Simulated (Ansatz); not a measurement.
# C2H4OSi: single points with varied inputs

Aim: run C2H4OSi under a spread of inputs, and see what each costs and gives.

Method: the settings change from run to run; program: Ansatz 0.2.0, Gaussian basis.

## Step 1: The geometry

An earlier PBE0-D4 in a triple-zeta def2 set relaxation fixed the geometry.

8 atoms, charge 0, spin multiplicity 1.

Atoms are counted from 1 here; the program's logs count them from 0.

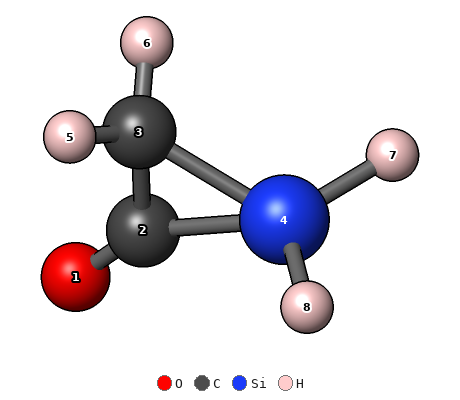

The geometry (oxygen red, carbon dark grey, silicon blue, hydrogen pink); atoms are numbered from 1 in the order of the file.

Coordinates:

```mol
C2H4OSi
  3D, bonds by distance, orders not assigned

  8  8  0  0  0  0  0  0  0  0999 V2000
   -0.3603    0.5723    2.1599 O   0  0
   -0.2426    0.2601    1.0173 C   0  0
    0.5816    0.6830   -0.1641 C   0  0
   -0.4362   -0.8881   -0.4622 Si  0  0
    1.6620    0.7284   -0.0340 H   0  0
    0.1870    1.5676   -0.6683 H   0  0
   -1.5509   -0.7809   -1.4312 H   0  0
    0.2514   -2.1996   -0.4732 H   0  0
  1  2  8  0
  2  3  8  0
  3  4  8  0
  3  5  8  0
  3  6  8  0
  4  7  8  0
  4  8  8  0
  2  4  8  0
M  END
```

## Step 2: RPBE/cc-pVDZ

Set apart from the defaults: density fitting with cc-pVTZ-jkfit, D3(BJ) with three-body dispersion.

Input file in.yaml:

```yaml
crystal:
  periodic: [false, false, false]
  atoms:
    - {symbol: O, position_ang: [-0.360305, 0.572334, 2.159886]}
    - {symbol: C, position_ang: [-0.242579, 0.260067, 1.017271]}
    - {symbol: C, position_ang: [0.581623, 0.683040, -0.164067]}
    - {symbol: Si, position_ang: [-0.436152, -0.888150, -0.462227]}
    - {symbol: H, position_ang: [1.661967, 0.728420, -0.033970]}
    - {symbol: H, position_ang: [0.186999, 1.567573, -0.668336]}
    - {symbol: H, position_ang: [-1.550894, -0.780890, -1.431178]}
    - {symbol: H, position_ang: [0.251443, -2.199593, -0.473179]}
basis:
  gaussian: {orbitals: cc-pVDZ, fitting: {mean_field: cc-pVTZ-jkfit}}
hamiltonian: {xc: {name: RPBE}, dispersion: d3bjatm}
```

Started as:

```console
$ ansatz run in.yaml --threads 2 --pin off --events-out ev --progress --plain --max-ram 4352MiB
```

What it wrote:

```text
Functional definition: RPBE
  name "RPBE"
  cite "Hammer, Hansen & Nørskov, Phys. Rev. B 59, 7413 (1999) doi:10.1103/PhysRevB.59.7413"
  cite "Perdew, Burke & Ernzerhof, Phys. Rev. Lett. 77, 3865 (1996) doi:10.1103/PhysRevLett.77.3865"
  parameter kappa = 0.804
  parameter beta = 0.06672455060314922
  exchange = rpbe_x(kappa = kappa, mu = beta*pi^2/3)
  correlation = pbe_c(beta = beta)
478 factors; integrals over basis functions are off by at most 1.1e-1 eV
mean field evaluation 1: about -12053.4604 eV, gradient 5.6e1 eV
mean field evaluation 2: about -12018.7833 eV, gradient 1.2e2 eV
mean field evaluation 4: about -12060.5563 eV, gradient 1.8e1 eV
mean field evaluation 8: about -12061.2502 eV, gradient 1.3e-1 eV
mean field evaluation 16: about -12061.2508 eV, gradient 3.5e-5 eV
mean field -12061.25081394 eV, -443.2427920029 hartree, gradient 3.5e-5 eV, S^2 0.000000; 0 other end points of the search recorded, 0 dependent functions left out
reference -12061.25084556 eV, -443.2427931650 hartree; 19, 19 occupied and 61, 61 virtual orbitals, 478 factors
Total energy: -12062.18574656 eV, -443.2771501429 hartree
```

Wall time 0.8 s (2 threads of Arm Neoverse V1, shared host).

## Step 3: r2SCANh/6-31G*

Options: charge +1, multiplicity 2, finite nuclei, the search for lower states set to off.

in.yaml: that of step 2 with these lines changed.

```diff
@@ -12,3 +12,6 @@
 basis:
-  gaussian: {orbitals: cc-pVDZ, fitting: {mean_field: cc-pVTZ-jkfit}}
-hamiltonian: {xc: {name: RPBE}, dispersion: d3bjatm}
+  gaussian: {orbitals: "6-31G*", nuclear_model: gaussian}
+total_charge: 1
+magnetization: {spin_polarized: true, initial_magnetization: 1}
+hamiltonian: {xc: {name: r2SCANh}}
+scf: {lower_state_search: off}
```

Launched as before.

What it wrote, shortened:

```text
Functional definition: r2SCANh
  name "r2SCANh"
  cite "Bursch, Neugebauer, Ehlert & Grimme, J. Chem. Phys. 156, 134105 (2022) doi:10.1063/5.0086040"
  cite "Furness, Kaplan, Ning, Perdew & Sun, J. Phys. Chem. Lett. 11, 8208 (2020) doi:10.1021/acs.jpclett.0c02405"
  cite "Furness, Kaplan, Ning, Perdew & Sun, J. Phys. Chem. Lett. 11, 9248 (2020) doi:10.1021/acs.jpclett.0c03077"
  parent r2scan
[...]
709 factors; integrals over basis functions are off by at most 6.8e-4 eV
[...]
mean field -12049.18714134 eV, -442.7994602118 hartree, gradient 3.9e-6 eV, S^2 0.757861; 0 other end points of the search recorded, 0 dependent functions left out
reference -12049.18714944 eV, -442.7994605097 hartree; 19, 18 occupied and 53, 54 virtual orbitals, 709 factors
Total energy: -12049.18714944 eV, -442.7994605097 hartree
Checks for a lower state left out: stability, starts, cluster_reference, orbital_swaps, neighbouring_geometries, increment
```

Wall time 2.8 s (2 threads of Arm Neoverse V1, shared host).

⟨S²⟩ 0.758.

## Step 4: RPA/6-31G*

This run has atoms shaken by 0.15 Å.

Input file in.yaml:

```yaml
crystal:
  periodic: [false, false, false]
  atoms:
    - {symbol: O, position_ang: [-0.151020, 0.463033, 2.112939]}
    - {symbol: C, position_ang: [-0.349354, 0.457876, 1.058116]}
    - {symbol: C, position_ang: [0.554297, 0.694100, -0.235273]}
    - {symbol: Si, position_ang: [-0.357325, -0.981973, -0.271361]}
    - {symbol: H, position_ang: [1.596486, 0.601986, -0.164824]}
    - {symbol: H, position_ang: [0.219459, 1.436358, -0.839910]}
    - {symbol: H, position_ang: [-1.243268, -0.751998, -1.444622]}
    - {symbol: H, position_ang: [0.200523, -2.350104, -0.753186]}
basis:
  gaussian: {orbitals: "6-31G*"}
hamiltonian: {xc: {name: PBE}}
correlation: {method: rpa}
```

The command is unchanged.

What it wrote, shortened:

```text
Functional definition: PBE
  name "PBE"
  cite "Perdew, Burke & Ernzerhof, Phys. Rev. Lett. 77, 3865 (1996) doi:10.1103/PhysRevLett.77.3865"
  parent pbe
[...]
707 factors; integrals over basis functions are off by at most 6.9e-4 eV
[...]
mean field -12050.00165743 eV, -442.8293931259 hartree, gradient 8.7e-6 eV, S^2 0.000000; 0 other end points of the search recorded, 0 dependent functions left out
8 core orbitals not correlated: weight in the atoms' cores, before any rotation towards them, 1.000 or more for the frozen orbitals, at most 0.000 for the correlated occupied ones
reference -12017.37832483 eV, -441.6305077659 hartree; 11, 11 occupied and 53, 53 virtual orbitals, 707 factors
Total energy: -12039.67545974 eV, -442.4499123603 hartree
```

Wall time 1.4 s (2 threads of Arm Neoverse V1, shared host).

## Step 5: wB97X-V/def2-mTZVP

Options: relativity set to none, high accuracy.

Input file in.yaml:

```yaml
crystal:
  periodic: [false, false, false]
  atoms:
    - {symbol: O, position_ang: [-0.360305, 0.572334, 2.159886]}
    - {symbol: C, position_ang: [-0.242579, 0.260067, 1.017271]}
    - {symbol: C, position_ang: [0.581623, 0.683040, -0.164067]}
    - {symbol: Si, position_ang: [-0.436152, -0.888150, -0.462227]}
    - {symbol: H, position_ang: [1.661967, 0.728420, -0.033970]}
    - {symbol: H, position_ang: [0.186999, 1.567573, -0.668336]}
    - {symbol: H, position_ang: [-1.550894, -0.780890, -1.431178]}
    - {symbol: H, position_ang: [0.251443, -2.199593, -0.473179]}
basis:
  gaussian: {orbitals: def2-mTZVP}
hamiltonian: {xc: {name: wB97X-V}, pseudopotentials: {relativity: none}}
accuracy: high
```

The command is unchanged.

What it wrote, shortened:

```text
Functional definition: wB97X-V
  name "wB97X-V"
  cite "Mardirossian & Head-Gordon, Phys. Chem. Chem. Phys. 16, 9904 (2014) doi:10.1039/C3CP54374A"
  cite "Becke, J. Chem. Phys. 107, 8554 (1997) doi:10.1063/1.475007"
  cite "Vydrov & Van Voorhis, J. Chem. Phys. 133, 244103 (2010) doi:10.1063/1.3521275"
[...]
      + integral(e_c_pw_opposite_spin*poly(b97_u_opposite, cos0, cos1)) + vv10(b, c)
1931 factors; integrals over basis functions are off by at most 3.7e-9 eV
373 factors; integrals over basis functions are off by at most 2.4e-9 eV
[...]
mean field -12060.35601757 eV, -443.2099088429 hartree, gradient 1.6e-8 eV, S^2 0.000000; 0 other end points of the search recorded, 0 dependent functions left out
reference -12060.35601739 eV, -443.2099088362 hartree; 19, 19 occupied and 77, 77 virtual orbitals, 1931 factors
Total energy: -12060.35601739 eV, -443.2099088362 hartree
```

Run time: 33 s. Hardware: 2 threads of Arm Neoverse V1, shared host; peak memory 0.49 GiB.

## Step 6: wB97X/def2-mTZVPP

Options: density fitting with cc-pVTZ-jkfit.

in.yaml: that of step 5 with these lines changed.

```diff
@@ -12,4 +12,4 @@
 basis:
-  gaussian: {orbitals: def2-mTZVP}
-hamiltonian: {xc: {name: wB97X-V}, pseudopotentials: {relativity: none}}
-accuracy: high
+  gaussian: {orbitals: def2-mTZVPP, fitting: {mean_field: cc-pVTZ-jkfit}}
+hamiltonian: {xc: {name: wB97X}}
+output: {forces: true}
```

Same command.

What it wrote, shortened:

```text
Functional definition: wB97X
  name "wB97X"
  cite "Chai & Head-Gordon, J. Chem. Phys. 128, 084106 (2008) doi:10.1063/1.2834918"
  cite "Becke, J. Chem. Phys. 107, 8554 (1997) doi:10.1063/1.475007"
[...]
  # The coefficients of nought are those of the uniform gas.
[...]
      + exact_x_lr(omega)
[...]
      + integral(e_c_pw_opposite_spin*poly(b97_u_opposite, 1, cos1, cos2, cos3, cos4))
478 factors; integrals over basis functions are off by at most 2.5e-1 eV
478 factors; integrals over basis functions are off by at most 1.9e-5 eV
[...]
mean field -12061.90834010 eV, -443.2669556436 hartree, gradient 6.9e-5 eV, S^2 0.000000; 0 other end points of the search recorded, 0 dependent functions left out
[...]
reference -12061.90830931 eV, -443.2669545122 hartree; 19, 19 occupied and 90, 90 virtual orbitals, 478 factors
Total energy: -12061.90830931 eV, -443.2669545122 hartree
Atom 0 at    -0.360305     0.572334     2.159886 Å, force    -0.034029     0.094122     0.271608 eV/Å
Atom 1 at    -0.242579     0.260067     1.017271 Å, force    -0.061202    -0.183895    -0.225989 eV/Å
Atom 2 at     0.581623     0.683040    -0.164067 Å, force     0.045723     0.050266    -0.126144 eV/Å
Atom 3 at    -0.436152    -0.888150    -0.462227 Å, force     0.053420    -0.021042    -0.059723 eV/Å
Atom 4 at     1.661967     0.728420    -0.033970 Å, force    -0.022956    -0.023362    -0.001577 eV/Å
Atom 5 at     0.186999     1.567573    -0.668336 Å, force     0.018308    -0.000185     0.025125 eV/Å
Atom 6 at    -1.550894    -0.780890    -1.431178 Å, force     0.060997    -0.007704     0.099451 eV/Å
Atom 7 at     0.251443    -2.199593    -0.473179 Å, force    -0.060262     0.091800     0.017248 eV/Å
Dipole moment:     0.092769    -0.148086    -0.601668 e Å
```

It took 3.8 s on 2 threads of Arm Neoverse V1, shared host.

Largest force 0.298 eV/Å, dipole 3.01 D.

## Step 7: RPA/cc-pVTZ

in.yaml: that of step 6 with these lines changed.

```diff
@@ -12,4 +12,4 @@
 basis:
-  gaussian: {orbitals: def2-mTZVPP, fitting: {mean_field: cc-pVTZ-jkfit}}
-hamiltonian: {xc: {name: wB97X}}
-output: {forces: true}
+  gaussian: {orbitals: cc-pVTZ}
+hamiltonian: {xc: {name: HSE06}}
+correlation: {method: rpa}
```

Same command.

What it wrote, shortened:

```text
Functional definition: HSE06
  name "HSE06"
  cite "Heyd, Scuseria & Ernzerhof, J. Chem. Phys. 118, 8207 (2003) doi:10.1063/1.1564060"
  cite "Krukau, Vydrov, Izmaylov & Scuseria, J. Chem. Phys. 125, 224106 (2006) doi:10.1063/1.2404663"
  cite "Heyd & Scuseria, J. Chem. Phys. 120, 7274 (2004) doi:10.1063/1.1668634"
  cite "Ernzerhof & Perdew, J. Chem. Phys. 109, 3313 (1998) doi:10.1063/1.476928"
  cite "Perdew, Burke & Ernzerhof, Phys. Rev. Lett. 77, 3865 (1996) doi:10.1103/PhysRevLett.77.3865"
  parent pbe
[...]
  # The whole range is PBE's own exchange, as in plane waves. The composition of these papers is wPBEh.
[...]
1042 factors; integrals over basis functions are off by at most 1.1e-3 eV
94 factors; integrals over basis functions are off by at most 4.8e-7 eV
[...]
mean field -12054.93775851 eV, -443.0107914949 hartree, gradient 4.8e-6 eV, S^2 0.000000; 0 other end points of the search recorded, 0 dependent functions left out
8 core orbitals not correlated: weight in the atoms' cores, before any rotation towards them, 1.000 or more for the frozen orbitals, at most 0.000 for the correlated occupied ones
reference -12022.39566808 eV, -441.8148917294 hartree; 11, 11 occupied and 161, 161 virtual orbitals, 1042 factors
Total energy: -12050.22397190 eV, -442.8375630323 hartree
```

Run time: 5 s. Hardware: 2 threads of Arm Neoverse V1, shared host.

## Step 8: wPBEh/def2-TZVP

This run has coordinates scaled by 1.25.

Input file in.yaml:

```yaml
crystal:
  periodic: [false, false, false]
  atoms:
    - {symbol: O, position_ang: [-0.450381, 0.715418, 2.699858]}
    - {symbol: C, position_ang: [-0.303224, 0.325084, 1.271589]}
    - {symbol: C, position_ang: [0.727029, 0.853800, -0.205084]}
    - {symbol: Si, position_ang: [-0.545190, -1.110187, -0.577784]}
    - {symbol: H, position_ang: [2.077458, 0.910525, -0.042462]}
    - {symbol: H, position_ang: [0.233748, 1.959466, -0.835421]}
    - {symbol: H, position_ang: [-1.938618, -0.976113, -1.788973]}
    - {symbol: H, position_ang: [0.314304, -2.749492, -0.591473]}
basis:
  gaussian: {orbitals: def2-TZVP}
hamiltonian: {xc: {name: wPBEh}}
output: {forces: true}
```

Same command.

What it wrote, shortened:

```text
Functional definition: wPBEh
  name "wPBEh"
  cite "Heyd, Scuseria & Ernzerhof, J. Chem. Phys. 118, 8207 (2003) doi:10.1063/1.1564060"
  cite "Krukau, Vydrov, Izmaylov & Scuseria, J. Chem. Phys. 125, 224106 (2006) doi:10.1063/1.2404663"
  cite "Heyd & Scuseria, J. Chem. Phys. 120, 7274 (2004) doi:10.1063/1.1668634"
  cite "Ernzerhof & Perdew, J. Chem. Phys. 109, 3313 (1998) doi:10.1063/1.476928"
  cite "Perdew, Burke & Ernzerhof, Phys. Rev. Lett. 77, 3865 (1996) doi:10.1103/PhysRevLett.77.3865"
  parent pbe
[...]
955 factors; their error is unknown
75 factors; integrals over basis functions are off by at most 7.9e-7 eV
[...]
mean field -12048.01960628 eV, -442.7565540896 hartree, gradient 9.7e-6 eV, S^2 0.000000; 0 other end points of the search recorded, 0 dependent functions left out
[...]
reference -12048.01965009 eV, -442.7565556997 hartree; 19, 19 occupied and 135, 135 virtual orbitals, 955 factors
Total energy: -12048.01965009 eV, -442.7565556997 hartree
Atom 0 at    -0.450381     0.715418     2.699858 Å, force     1.229549    -2.921623   -10.893975 eV/Å
Atom 1 at    -0.303224     0.325084     1.271589 Å, force     0.335138     2.378942     6.088345 eV/Å
Atom 2 at     0.727029     0.853800    -0.205084 Å, force    -0.452288     0.535886     0.660475 eV/Å
Atom 3 at    -0.545190    -1.110187    -0.577784 Å, force     0.937723     1.374778     0.508041 eV/Å
Atom 4 at     2.077458     0.910525    -0.042462 Å, force    -4.449056    -0.144389    -0.472235 eV/Å
Atom 5 at     0.233748     1.959466    -0.835421 Å, force     1.616616    -3.550253     2.177636 eV/Å
Atom 6 at    -1.938618    -0.976113    -1.788973 Å, force     2.227626    -0.284751     1.950288 eV/Å
Atom 7 at     0.314304    -2.749492    -0.591473 Å, force    -1.445308     2.611410    -0.018575 eV/Å
Dipole moment:     0.116115    -0.250346    -0.840803 e Å
```

Wall time 3 s (2 threads of Arm Neoverse V1, shared host).

Largest force 11.346 eV/Å, dipole 4.25 D.

## Step 9: revPBE/cc-pVDZ

This run has charge +1, multiplicity 2, a grid of angular degree 23, high accuracy.

Input file in.yaml:

```yaml
crystal:
  periodic: [false, false, false]
  atoms:
    - {symbol: O, position_ang: [-0.360305, 0.572334, 2.159886]}
    - {symbol: C, position_ang: [-0.242579, 0.260067, 1.017271]}
    - {symbol: C, position_ang: [0.581623, 0.683040, -0.164067]}
    - {symbol: Si, position_ang: [-0.436152, -0.888150, -0.462227]}
    - {symbol: H, position_ang: [1.661967, 0.728420, -0.033970]}
    - {symbol: H, position_ang: [0.186999, 1.567573, -0.668336]}
    - {symbol: H, position_ang: [-1.550894, -0.780890, -1.431178]}
    - {symbol: H, position_ang: [0.251443, -2.199593, -0.473179]}
basis:
  gaussian: {orbitals: cc-pVDZ, final_grid: {core_spheres: 8, valence_spheres: 7, degree: 23}}
total_charge: 1
magnetization: {spin_polarized: true, initial_magnetization: 1}
hamiltonian: {xc: {name: revPBE}}
accuracy: high
output: {forces: true}
```

Same command.

What it wrote, shortened:

```text
Functional definition: revPBE
  name "revPBE"
  cite "Zhang & Yang, Phys. Rev. Lett. 80, 890 (1998) doi:10.1103/PhysRevLett.80.890"
  cite "Perdew, Burke & Ernzerhof, Phys. Rev. Lett. 77, 3865 (1996) doi:10.1103/PhysRevLett.77.3865"
[...]
1842 factors; integrals over basis functions are off by at most 3.9e-9 eV
[...]
mean field -12050.71756543 eV, -442.8557022597 hartree, gradient 1.5e-8 eV, S^2 0.752576; 1 other end points of the search recorded, 0 dependent functions left out
[...]
reference -12050.71756916 eV, -442.8557023970 hartree; 19, 18 occupied and 61, 62 virtual orbitals, 1842 factors
Total energy: -12050.71756916 eV, -442.8557023970 hartree
Atom 0 at    -0.360305     0.572334     2.159886 Å, force    -0.331945    -0.589630    -0.047007 eV/Å
Atom 1 at    -0.242579     0.260067     1.017271 Å, force     0.602725     2.379937     2.418497 eV/Å
Atom 2 at     0.581623     0.683040    -0.164067 Å, force    -0.498867    -1.001329    -0.752536 eV/Å
Atom 3 at    -0.436152    -0.888150    -0.462227 Å, force     0.499234    -1.207775    -2.684465 eV/Å
Atom 4 at     1.661967     0.728420    -0.033970 Å, force     0.643731    -0.087732     0.482284 eV/Å
Atom 5 at     0.186999     1.567573    -0.668336 Å, force    -0.484954     0.545123    -0.141071 eV/Å
Atom 6 at    -1.550894    -0.780890    -1.431178 Å, force    -0.542443     0.254394     0.193131 eV/Å
Atom 7 at     0.251443    -2.199593    -0.473179 Å, force     0.112519    -0.292989     0.531166 eV/Å
Dipole moment:     0.061643    -0.094708    -0.434910 e Å
```

It took 2.8 s on 2 threads of Arm Neoverse V1, shared host.

Largest force 3.446 eV/Å, ⟨S²⟩ 0.753.

## Step 10: wB97/6-31G*

Set apart from the defaults: charge +1, multiplicity 2, a grid of angular degree 11, the search for lower states set to light.

in.yaml: that of step 9 with these lines changed.

```diff
@@ -12,7 +12,7 @@
 basis:
-  gaussian: {orbitals: cc-pVDZ, final_grid: {core_spheres: 8, valence_spheres: 7, degree: 23}}
+  gaussian: {orbitals: "6-31G*", final_grid: {core_spheres: 5, valence_spheres: 4, degree: 11}}
 total_charge: 1
 magnetization: {spin_polarized: true, initial_magnetization: 1}
-hamiltonian: {xc: {name: revPBE}}
-accuracy: high
+hamiltonian: {xc: {name: wB97}}
+scf: {lower_state_search: light}
 output: {forces: true}
```

Launched as before.

What it wrote, shortened:

```text
Functional definition: wB97
  name "wB97"
  cite "Chai & Head-Gordon, J. Chem. Phys. 128, 084106 (2008) doi:10.1063/1.2834918"
  cite "Becke, J. Chem. Phys. 107, 8554 (1997) doi:10.1063/1.475007"
[...]
  # The coefficients of nought are those of the uniform gas.
[...]
      + integral(e_c_pw_opposite_spin*poly(b97_u_opposite, 1, cos1, cos2, cos3, cos4))
843 factors; their error is unknown
279 factors; integrals over basis functions are off by at most 1.3e-5 eV
[...]
mean field -12051.47204164 eV, -442.8834287493 hartree, gradient 8.6e-5 eV, S^2 0.758690; 0 other end points of the search recorded, 0 dependent functions left out
[...]
reference -12051.47203358 eV, -442.8834284529 hartree; 19, 18 occupied and 53, 54 virtual orbitals, 843 factors
Total energy: -12051.47203358 eV, -442.8834284529 hartree
Atom 0 at    -0.360305     0.572334     2.159886 Å, force    -0.144160    -0.938535    -1.632561 eV/Å
Atom 1 at    -0.242579     0.260067     1.017271 Å, force     0.368257     2.594576     3.728965 eV/Å
Atom 2 at     0.581623     0.683040    -0.164067 Å, force    -0.577096    -1.174481    -1.125862 eV/Å
Atom 3 at    -0.436152    -0.888150    -0.462227 Å, force     0.945288    -0.826119    -2.844747 eV/Å
Atom 4 at     1.661967     0.728420    -0.033970 Å, force     0.118654    -0.168520     0.486536 eV/Å
Atom 5 at     0.186999     1.567573    -0.668336 Å, force    -0.362513     0.091461     0.194684 eV/Å
Atom 6 at    -1.550894    -0.780890    -1.431178 Å, force    -0.204118     0.252181     0.607487 eV/Å
Atom 7 at     0.251443    -2.199593    -0.473179 Å, force    -0.144312     0.169437     0.585497 eV/Å
Dipole moment:     0.034779    -0.130013    -0.453008 e Å
```

Wall time 1.6 s (2 threads of Arm Neoverse V1, shared host).

Largest force 4.558 eV/Å, ⟨S²⟩ 0.759.

## Step 11: All runs side by side

| level | charge | multiplicity | geometry | functions | energy (eV) | time |
| --- | --- | --- | --- | --- | --- | --- |
| RPBE/cc-pVDZ | 0 | 1 | relaxed | 80 | -12062.186 | 0.8 s |
| r2SCANh/6-31G* | 1 | 2 | relaxed | 72 | -12049.187 | 2.8 s |
| RPA/6-31G* | 0 | 1 | shaken | 72 | -12039.675 | 1.4 s |
| wB97X-V/def2-mTZVP | 0 | 1 | relaxed | 96 | -12060.356 | 33 s |
| wB97X/def2-mTZVPP | 0 | 1 | relaxed | 109 | -12061.908 | 3.8 s |
| RPA/cc-pVTZ | 0 | 1 | relaxed | 180 | -12050.224 | 5 s |
| wPBEh/def2-TZVP | 0 | 1 | scaled | 154 | -12048.020 | 3 s |
| revPBE/cc-pVDZ | 1 | 2 | relaxed | 80 | -12050.718 | 2.8 s |
| wB97/6-31G* | 1 | 2 | relaxed | 72 | -12051.472 | 1.6 s |

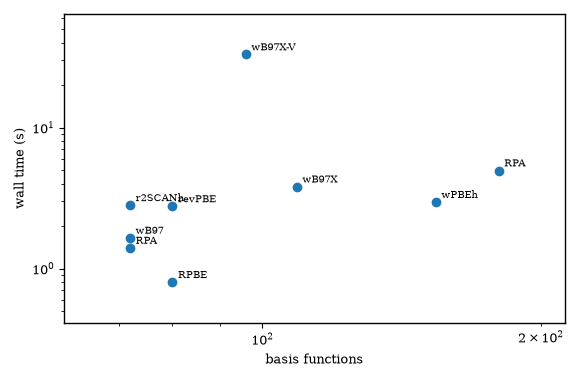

Wall time against the number of basis functions (shared host).

## Step 12: Results

| quantity | value |
| --- | --- |
| runs | 9 |
| quickest | RPBE/cc-pVDZ, 0.8 s |
| slowest | wB97X-V/def2-mTZVP, 33 s |
| spread of total energies, same state and geometry | 12.0 eV |

**Reading.** Run time spans a factor of 41, from RPBE/cc-pVDZ to wB97X-V/def2-mTZVP. The jobs differ in tasks and options as well as level. The totals spread over 12 eV; they can't be compared across methods or bases. At the PBE0-D4/def2-TZVP geometry and in the same state, runs without warnings or point charges leave forces up to 0.30 eV/Å (wB97X/def2-mTZVPP), against 11.3 eV/Å where the atoms were moved.
